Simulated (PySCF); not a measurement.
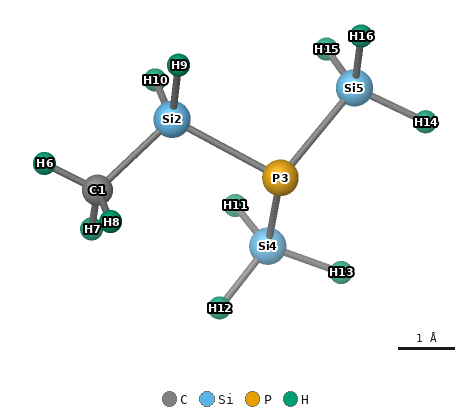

*The structure (ball-and-stick view, seen at a tilt; atoms are numbered from 1 in the order of the input).*

**Run report: CH11PSi3, NMR shielding calculation**

CH11PSi3, SMILES C[SiH2]P([SiH3])[SiH3], computed with GIAO PBE0/cc-pVDZ NMR shielding, non-relativistic, gas phase (PySCF 2.14.0).

The geometry comes from this level: GFN2-xTB. It belongs to a series of runs on one base structure; here: PBE0/cc-pVDZ; guess vsap. Figures and captions count atoms from 1; the log counts them from 0 in places.

## Input
```
{"job": {"kind": "nmr", "xc": "PBE0", "basis": "cc-pVDZ", "pop": false, "scf": {"guess": "vsap"}}, "charge": 0, "multiplicity": 1}
C     -2.540343    -0.745673     0.398005
Si    -1.289227     0.605127    -0.057938
P      0.554002     0.295793     1.163397
Si     1.337947    -1.618089     0.348504
Si     1.927684     1.792632     0.266316
H     -3.490734    -0.578406    -0.099015
H     -2.180379    -1.730096     0.111006
H     -2.719802    -0.760159     1.469464
H     -1.788300     1.940818     0.282403
H     -1.010487     0.563642    -1.502412
H      1.307520    -1.674240    -1.116539
H      0.494442    -2.684542     0.886219
H      2.715872    -1.759874     0.812303
H      3.251154     1.547788     0.835231
H      2.000180     1.707217    -1.194813
H      1.422872     3.107007     0.653940
```

The first line tells a small driver script what to run in PySCF; the rest is the geometry in Å.

Run as:
```bash
OMP_NUM_THREADS=1 python <driver script> task.json out
```

## What the program printed
```
final grid: 118008 points
cycle   1  E = -1252.7868283862  dE =  1.288e-01  |g| = 1.827e+00  |ddm| = 9.709e+00
cycle   2  E = -1252.0891464242  dE =  6.977e-01  |g| = 2.483e+00  |ddm| = 9.148e+00
cycle   3  E = -1253.9956662288  dE = -1.907e+00  |g| = 2.017e-01  |ddm| = 5.484e+00
cycle   4  E = -1254.0026466326  dE = -6.980e-03  |g| = 1.525e-01  |ddm| = 9.570e-01
cycle   5  E = -1254.0120703267  dE = -9.424e-03  |g| = 1.404e-02  |ddm| = 3.806e-01
cycle   6  E = -1254.0121432473  dE = -7.292e-05  |g| = 3.939e-03  |ddm| = 4.888e-02
cycle   7  E = -1254.0121487594  dE = -5.512e-06  |g| = 1.406e-03  |ddm| = 1.222e-02
cycle   8  E = -1254.0121494486  dE = -6.892e-07  |g| = 3.695e-04  |ddm| = 3.768e-03
cycle   9  E = -1254.0121494992  dE = -5.063e-08  |g| = 4.481e-05  |ddm| = 1.051e-03
cycle  10  E = -1254.0121495000  dE = -7.847e-10  |g| = 1.383e-05  |ddm| = 1.580e-04
converged SCF energy = -1254.0121495000

GIAO shielding tensors (ppm)
atom      isotropic    diamagn.    paramagn.     s11        s22        s33       span
  0 C      203.235     245.156     -41.922    196.354    204.768    208.583     12.229
  1 Si     454.488     884.729    -430.241    419.869    449.621    493.974     74.105
  2 P      717.506     972.146    -254.640    668.992    727.258    756.268     87.276
  3 Si     487.176     883.423    -396.247    451.493    488.562    521.473     69.981
  4 Si     487.940     882.735    -394.795    455.985    485.156    522.680     66.694
  5 H       31.376      28.236       3.140     26.519     27.706     39.902     13.383
  6 H       31.352      31.269       0.083     26.091     30.814     37.151     11.060
  7 H       31.472      29.632       1.839     26.788     29.489     38.138     11.349
  8 H       27.257      31.307      -4.050     23.014     25.630     33.127     10.112
  9 H       27.259      32.368      -5.108     23.306     25.915     32.558      9.252
 10 H       27.641      31.501      -3.859     24.089     25.314     33.522      9.433
 11 H       27.602      31.102      -3.500     23.482     25.704     33.620     10.138
 12 H       27.629      30.408      -2.778     23.695     25.143     34.049     10.354
 13 H       27.631      29.929      -2.298     23.679     25.108     34.107     10.428
 14 H       27.672      30.794      -3.122     23.823     25.551     33.641      9.818
 15 H       27.634      30.156      -2.523     23.691     25.150     34.060     10.368
```

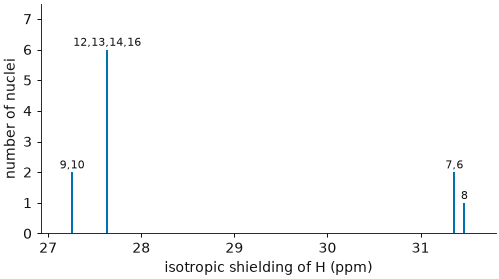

*Isotropic shieldings of the hydrogen nuclei in this fixed geometry, labelled by atom number; shielding grows to the right, so chemical shift grows to the left.*

The least shielded is H9 (27.3 ppm), the most shielded H8 (31.5 ppm).

## Key numbers

| quantity | value |
| --- | --- |
| outcome | converged |
| total energy | −1254.012149 hartree |
| HOMO | −6.88 eV |
| LUMO | 0.23 eV |
| dipole moment | 0.95 D |
| isotropic shielding, C | 203.2 ppm |
| isotropic shielding, Si | 454.5 to 487.9 ppm |
| isotropic shielding, P | 717.5 ppm |
| isotropic shielding, H | 27.3 to 31.5 ppm |
| hardware | 1 CPU thread, shared host |
| wall time | 35 s |
| peak memory | 0.67 GiB |

## Remarks

Settings chosen away from the usual ones: PBE0/cc-pVDZ; guess vsap.
